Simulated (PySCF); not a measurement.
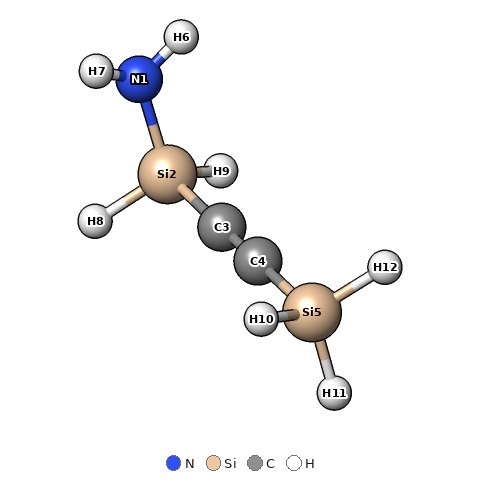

The molecule: C₂H₇NSi₂, SMILES N[SiH2]C#C[SiH3].

GIAO shifts, PBE0/cc-pVDZ, PySCF, at a PBE0-D3(BJ)/def2-SVP geometry (no frequency check), against TMS for ¹³C computed at the same level. Gas phase, fully decoupled, line heights follow the number of nuclei, widths are arbitrary (no quadrupolar broadening); values of one conformer, averaged over methyl-type rotors and exact or near symmetry.

**Which ¹³C signals does it give?**

2 signals.


```tsv
δ (ppm)	nuclei	atoms
117.0	1	C3
101.7	1	C4
```

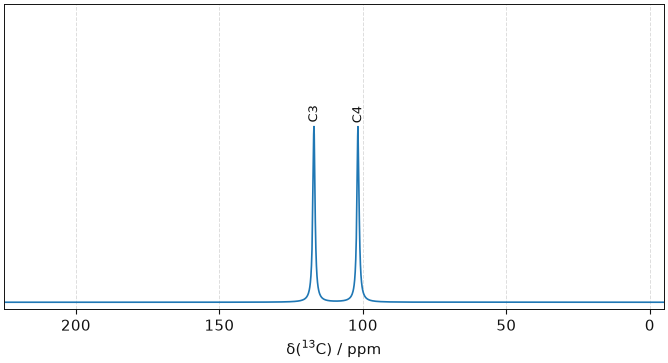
